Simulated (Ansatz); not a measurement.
CH₄ClNOSi: nudged elastic band (part 2 of 2)

The same run, continued: CH₄ClNOSi; RKS PBE/def2-mTZVP (Ansatz 0.2.0). The run did not end well. It belongs to a series of runs on one base structure; here: band between the two ends.

Geometry of the input (Å):
```
O  2.0672  0.7906  -1.1581
C  1.0383  0.0612  -0.6785
N  0.0726  0.5696  -0.0259
Si -1.2556  -0.3503  0.6091
Cl -1.1431  -0.3923  2.6879
H  1.8930  1.7211  -0.8862
H  1.1852  -0.9993  -0.9496
H  -2.5281  0.3273  0.2450
H  -1.2409  -1.7741  0.1393
```

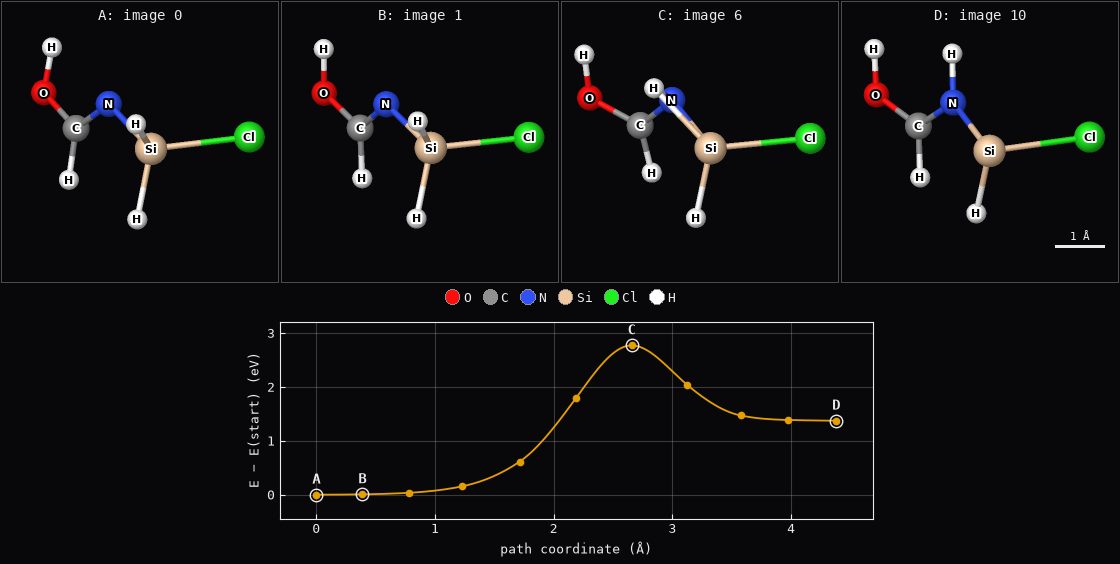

**Figure 1.** Images of the last band (counted from 0; ball-and-stick, seen at a tilt) above the energy along the path; the line is a cubic interpolation that uses the forces. The highest image is number 6, 2.772 eV above the start and 1.398 eV above the end (the climbing image); the end lies 1.374 eV above the start. The path is 4.38 Å long. The band had not converged after 60 iterations.

```
Unfinished report: {"positions_ang":[[1.7004077582962331,0.8317551985022212,-1.326617659589878],[0.9545794971126219,0.08231156296389153,-0.49438212570474227],[-0.023929371695706712,0.5212134550196964,0.2268640103056079],[-1.4854727537637147,-0.5166067788089307,0.6687791471300694],[-1.3171534131044116,-0.8567133025086286,2.7424430476531607],[1.4086433636218907,1.7658755102965271,-1.2339621341282019],[1.288610359213684,-0.9655973860850885,-0.4827136773691103],[-1.2030320863345676,0.9656257519366364,-0.14770278268211792],[-1.2341543433460307,-1.8740640213163275,0.030292174385212103]],"unchecked":["starts","cluster_reference","orbital_swaps","neighbouring_geometries","increment"],"mean_field":{"relativity":"none","state":{"energy":{"ev":-25025.760077589573,"hartree":-919.6797197819839},"converged":true,"gradient_ev":0.00001117105800066495,"stability":{"kind":"minimum","curvature_ev":48.21358261808659},"curvature_floor_ev":0.00030000000000000003,"spin_squared":-2.842170943040401e-14},"others":[],"fillings":{"estimated":0,"unestimated":0,"tried":0,"untried":0,"excluded_magnetic_sites":0},"n_dropped_functions":0,"n_trapped_functions":0,"passes":{"evaluations":3,"products":23},"factors":{"origin":"density fitting in generated functions","count":1093,"bound_ev":null},"gradient_stop_ev":0.00009,"reference_kind":"stationary","functional":{"name":"PBE","citations":["Perdew, Burke & Ernzerhof, Phys. Rev. Lett. 77, 3865 (1996) doi:10.1103/PhysRevLett.77.3865"],"text":"name \"PBE\"\ncite \"Perdew, Burke & Ernzerhof, Phys. Rev. Lett. 77, 3865 (1996) doi:10.1103/PhysRevLett.77.3865\"\nparent pbe\nparameter kappa = 0.804\nparameter beta = 0.06672455060314922\nexchange = pbe_x(kappa = kappa, mu = beta*pi^2/3)\ncorrelation = pbe_c(beta = beta)\n","parameters":{"beta":{"value":0.06672455060314922,"default":0.06672455060314922},"kappa":{"value":0.804,"default":0.804}},"final_grid":{"core_spheres":13.0,"valence_spheres":11.0,"degree":36.0},"final_grid_parameter_source":"default","radial_points_factor":1.0,"radial_grid_error_ev":3.125828648923977e-7,"grid_sensitivity":"normal","grid_sensitivity_ratio":0.001870803151768979},"unsmoothed_excess_ev":-0.00003931504919030837,"symmetry":{"irreps":["A"],"axes":[[0.9999758121830394,0.003736679019747064,0.005866197982856073],[-0.0038085808540882383,0.9999171723400043,0.012294029910808446],[-0.005819773255768221,-0.012316074434387052,0.9999072179706364]],"occupied":[{"A":28},{"A":28}]},"density_repulsion":{"missed_ev":0.00006888179226265051,"excess_ev":0.00006888179226265051,"most_excess_ev":0.0007279999999999999,"are_drawn_again":false,"n_first_factors":1093,"energy_change_ev":0.0,"n_dropped_ends":0},"direct_passes":"host"},"factors":{"origin":"density fitting in generated functions","count":1093,"bound_ev":null},"n_frozen":0,"n_occupied":[28,28],"n_virtual":[90,90],"reference":{"ev":-25025.760077589573,"hartree":-919.6797197819839},"total":{"ev":-25025.760077589573,"hartree":-919.6797197819839},"forces_ev_per_angstrom":[[-0.03283667914232648,0.006020518987141527,-0.032464608437878774],[0.04542064237367166,-0.025781089478165257,-0.0357752273626721],[0.01982081785139125,-0.0019163986001420252,0.059793533784067585],[0.014899224100038976,-0.0021645523581041155,-0.0038396850519114467],[-0.13554495192875723,0.009162387984129926,0.004084216549666624],[-0.04979545600830665,-0.003198413735432718,-0.023957342657013356],[-0.001103102624413918,0.0034520050727338365,-0.04806653404196352],[0.07461896105653339,0.01590811688754131,0.06142484215326132],[0.06452054431724355,-0.0014825747701712154,0.0188008050556043]],"charge_distribution":{"dipole_moment_e_ang":[0.34349898838582854,0.24570746505936839,-0.5651672702384715],"mulliken_charges_e":[-0.4647741852911178,0.10338777600594984,-0.41235374353935406,0.3912988472719938,-0.30265349088710636,0.43961434574290237,0.1863653705664866,0.13935572341304314,-0.08024064328284242],"lowdin_charges_e":[-0.4740958535791773,-0.0010983926237475572,-0.3448366972775627,0.2564612365927683,-0.04746747873281265,0.2913117160420321,0.1968652343333559,0.20230803809000697,-0.07944780284492814]},"n_threads":2,"memory_gib":2.556818182580173,"seconds":{"hamiltonian":0.9118641,"orbitals":0.0,"second_order":0.0,"solver_start":0.0,"cycles":0.0,"cycle":0.0,"perturbative":0.0,"full_ci_increment":0.0,"forces":0.0}}
this run last wrote the band of iteration 60 to [file]
Error: NEB band did not converge after 60 iterations: max|band force component| = 1.97e-1 eV/Å (threshold 3.0e-2); raise `neb.max_iterations` in a new run, which can start from the last band evaluated (`neb.initial_path`, with `crystal.atoms` and `neb.final_atoms` set to its first and last images), add images, or start from endpoints closer to local minima. Where this run's directory can be resumed (`checkpoint.write`), a resume goes on for up to `neb.max_iterations` more; to start a new run from the last band, take its images' positions from the `neb_iteration` event of iteration 60 (`data.images[].positions_ang`), in the event stream of the run that computed that iteration (not this run's, if it was resumed behind it). With `checkpoint.write`, `steps/00-neb/state/checkpoint.json` in the run directory holds the last saved band, under `neb.evaluated.images[].positions_ang` (a band under a hybrid functional on support functions is neither saved nor resumed: `neb.initial_path` says where its path is): check the last entry of `neb.iterations` there, which is earlier than 60 if that iteration was not saved or its write failed. If the band's step has no `state` directory and holds `state.next`, a write was cut short, and the file is under `state.next` instead (behind a loss of power it can be under `state.prev`)
this run wrote the band of iteration 60 to [file] as well, whether or not its events were kept: a new run's `neb.initial_path` can list its `images[].positions_ang`
a run's events are kept only if it was started with --events-out <file>, and are in that file
```

**The last band as extended XYZ (Å, eV, eV/Å)**
```
9
Properties=species:S:1:pos:R:3:forces:R:3 image=0 energy=-25028.53190
O     2.0672    0.7906   -1.1581    0.0007   0.0027  -0.0003
C     1.0383    0.0612   -0.6785    0.0026  -0.0040  -0.0014
N     0.0726    0.5696   -0.0259    0.0062  -0.0078  -0.0038
Si   -1.2556   -0.3503    0.6091   -0.0042  -0.0007   0.0001
Cl   -1.1431   -0.3923    2.6879    0.0011  -0.0011   0.0015
H     1.8930    1.7211   -0.8862   -0.0007  -0.0021   0.0001
H     1.1852   -0.9993   -0.9496   -0.0031   0.0102   0.0029
H    -2.5281    0.3273    0.2450   -0.0026   0.0011  -0.0017
H    -1.2409   -1.7741    0.1393    0.0000   0.0016   0.0026
9
Properties=species:S:1:pos:R:3:forces:R:3 image=1 energy=-25028.52513
O     2.0699    0.7893   -1.1573    0.0019  -0.0017   0.0062
C     1.0766    0.0535   -0.6169   -0.0051  -0.0008  -0.0044
N     0.0490    0.5704   -0.0747   -0.0021   0.0041  -0.0025
Si   -1.2751   -0.3390    0.5856   -0.0004   0.0028  -0.0011
Cl   -1.0879   -0.5054    2.6554    0.0124   0.0095  -0.0014
H     1.8107    1.7315   -1.0333    0.0059  -0.0008   0.0176
H     1.3144   -1.0184   -0.7322   -0.0142  -0.0030  -0.0142
H    -2.5322    0.4060    0.3151   -0.0073  -0.0087  -0.0096
H    -1.3370   -1.7341    0.0412    0.0087  -0.0014   0.0094
9
Properties=species:S:1:pos:R:3:forces:R:3 image=2 energy=-25028.49720
O     2.0416    0.7982   -1.2015    0.0521  -0.0063   0.0185
C     1.1276    0.0463   -0.5548    0.0024   0.0004  -0.0191
N     0.0744    0.5440   -0.0490   -0.0175   0.0104  -0.0530
Si   -1.2769   -0.3341    0.5866   -0.0162   0.0143  -0.0063
Cl   -1.1216   -0.6333    2.6447    0.0127   0.0345   0.0078
H     1.6824    1.7162   -1.1900    0.0568  -0.0017   0.0250
H     1.4485   -1.0091   -0.5534    0.0084  -0.0092  -0.0342
H    -2.4626    0.5191    0.3264   -0.1141  -0.0558   0.0630
H    -1.4250   -1.6936   -0.0259    0.0154   0.0134  -0.0017
9
Properties=species:S:1:pos:R:3:forces:R:3 image=3 energy=-25028.37592
O     1.9422    0.8091   -1.2908    0.1336  -0.0049   0.0259
C     1.1322    0.0385   -0.5368    0.1036  -0.0429  -0.0823
N     0.1845    0.5293    0.1471   -0.0231   0.0129  -0.0701
Si   -1.2260   -0.3416    0.6349    0.0223   0.0510  -0.0080
Cl   -1.3013   -0.6779    2.6879   -0.0601   0.1137  -0.0051
H     1.5647    1.7177   -1.2162    0.1408  -0.0075   0.0387
H     1.4193   -1.0228   -0.6209    0.0504  -0.0096  -0.1132
H    -2.2718    0.6021    0.1679   -0.3991  -0.1836   0.2384
H    -1.3554   -1.7006    0.0099    0.0315   0.0709  -0.0244
9
Properties=species:S:1:pos:R:3:forces:R:3 image=4 energy=-25027.91962
O     1.8161    0.8176   -1.3381    0.2436  -0.0053  -0.0110
C     1.0833    0.0441   -0.5093    0.3323  -0.1055  -0.1034
N     0.2204    0.5230    0.2806    0.3567   0.0013   0.1257
Si   -1.2101   -0.3758    0.6575    0.4097   0.2178  -0.0062
Cl   -1.3625   -0.7530    2.7005   -0.2607   0.2172  -0.0921
H     1.4546    1.7289   -1.2255    0.1318  -0.0586   0.0550
H     1.3429   -1.0199   -0.6107    0.1311  -0.0772  -0.3304
H    -1.9430    0.7389   -0.0070   -1.2919  -0.4719   0.4023
H    -1.3132   -1.7501    0.0349   -0.0525   0.2823  -0.0399
9
Properties=species:S:1:pos:R:3:forces:R:3 image=5 energy=-25026.73876
O     1.7353    0.8278   -1.3416    0.2668  -0.0023  -0.0343
C     1.0105    0.0597   -0.4966    0.4843  -0.2023  -0.0432
N     0.1280    0.5164    0.2844    0.9744  -0.0228   0.4818
Si   -1.3128   -0.4363    0.6640    1.1479   0.5299  -0.1049
Cl   -1.3374   -0.8217    2.7233   -0.4082   0.2163  -0.2035
H     1.4083    1.7510   -1.2331    0.0085  -0.0907   0.0756
H     1.3046   -0.9961   -0.5490    0.1314  -0.1880  -0.4368
H    -1.5646    0.8753   -0.1037   -2.3413  -0.5836   0.3005
H    -1.2835   -1.8222    0.0353   -0.2639   0.3435  -0.0353
9
Properties=species:S:1:pos:R:3:forces:R:3 image=6 energy=-25025.76004
O     1.7004    0.8318   -1.3266   -0.0328   0.0060  -0.0325
C     0.9546    0.0823   -0.4944    0.0454  -0.0258  -0.0358
N    -0.0239    0.5212    0.2269    0.0198  -0.0019   0.0598
Si   -1.4855   -0.5166    0.6688    0.0149  -0.0022  -0.0038
Cl   -1.3172   -0.8567    2.7424   -0.1355   0.0092   0.0041
H     1.4086    1.7659   -1.2340   -0.0498  -0.0032  -0.0240
H     1.2886   -0.9656   -0.4827   -0.0011   0.0035  -0.0481
H    -1.2030    0.9656   -0.1477    0.0746   0.0159   0.0614
H    -1.2342   -1.8741    0.0303    0.0645  -0.0015   0.0188
9
Properties=species:S:1:pos:R:3:forces:R:3 image=7 energy=-25026.49302
O     1.6785    0.8392   -1.2953   -0.1747   0.0188  -0.0039
C     0.9111    0.0987   -0.4841   -0.2179   0.0691   0.0031
N    -0.1692    0.4632    0.1477   -0.5196  -0.2557  -0.2801
Si   -1.6686   -0.6250    0.6557   -0.7154  -0.4390  -0.0039
Cl   -1.2844   -0.8833    2.7454    0.1024  -0.0940   0.0835
H     1.4090    1.7803   -1.2385   -0.0838   0.0436  -0.1047
H     1.2819   -0.9311   -0.4038   -0.0486   0.1148   0.2144
H    -0.8996    1.1424   -0.1879    1.3439   0.7694  -0.0421
H    -1.1702   -1.9307    0.0437    0.3138  -0.2271   0.1337
9
Properties=species:S:1:pos:R:3:forces:R:3 image=8 energy=-25027.06066
O     1.6937    0.8468   -1.1848   -0.0291  -0.0064   0.0559
C     0.8493    0.0922   -0.4678   -0.0623  -0.0240  -0.0058
N    -0.3034    0.4188    0.0136   -0.1589  -0.0663  -0.1092
Si   -1.8086   -0.7299    0.6149   -0.1648  -0.1384  -0.0580
Cl   -1.1801   -0.8958    2.6929    0.0357   0.0086  -0.0218
H     1.3863    1.7774   -1.2314   -0.0573  -0.0109  -0.0578
H     1.2292   -0.9221   -0.3206   -0.0690   0.0015   0.0422
H    -0.6878    1.3425   -0.2028    0.3384   0.2933   0.0872
H    -1.0901   -1.9762    0.0689    0.1673  -0.0573   0.0673
9
Properties=species:S:1:pos:R:3:forces:R:3 image=9 energy=-25027.14460
O     1.6940    0.8371   -1.1345   -0.0137  -0.0058  -0.0167
C     0.8033    0.0672   -0.4939    0.0385  -0.0182  -0.0230
N    -0.3394    0.4152   -0.0056   -0.0275   0.0260   0.0263
Si   -1.8040   -0.8065    0.5204    0.0081  -0.0087  -0.0037
Cl   -1.2889   -0.7730    2.6426   -0.0372   0.0100   0.0075
H     1.3754    1.7628   -1.2020    0.0120   0.0051  -0.0060
H     1.1179   -0.9762   -0.4224   -0.0076   0.0074  -0.0168
H    -0.5813    1.4125   -0.0426    0.0056  -0.0121   0.0278
H    -0.8886   -1.9852    0.1211    0.0219  -0.0036   0.0047
9
Properties=species:S:1:pos:R:3:forces:R:3 image=10 energy=-25027.15813
O     1.6662    0.8611   -1.2134    0.0027  -0.0014  -0.0025
C     0.8275    0.0591   -0.5391   -0.0011   0.0038   0.0006
N    -0.2709    0.3842    0.0620    0.0012   0.0031   0.0000
Si   -1.7639   -0.8209    0.4764    0.0000  -0.0005   0.0017
Cl   -1.5410   -0.7027    2.6394   -0.0023   0.0008  -0.0015
H     1.3482    1.7892   -1.2107   -0.0021  -0.0003   0.0018
H     1.1317   -0.9889   -0.5647    0.0013  -0.0025  -0.0027
H    -0.4924    1.3854    0.1171   -0.0002  -0.0021   0.0015
H    -0.8168   -2.0127    0.2159    0.0003  -0.0010   0.0012
```

**What the run reported**

```json
{"quantity": "outcome", "value": "not converged"}
{"quantity": "barrier, forward (band not converged)", "value": "2.772 eV"}
{"quantity": "barrier, backward", "value": "1.398 eV"}
{"quantity": "hardware", "value": "2 threads of Intel Xeon (Granite Rapids), 16 GiB of memory available, shared host"}
{"quantity": "wall time", "value": "8.5 min (CPU time 16 min)"}
{"quantity": "peak memory", "value": "0.17 GiB"}
```

**Diagnosis**

The run did not converge: “NEB band did not converge after 60 iterations: max|band force component| = 1.97e-1 eV/Å (threshold 3.0e-2); raise `neb.max_iterations` in a new run, which can start from the last band evaluated (`neb.initial_path`, with `crystal.atoms` and `neb.final_atoms` set to its first and last images), add images, or start from endpoints closer to local minima …” Its last values are not results.
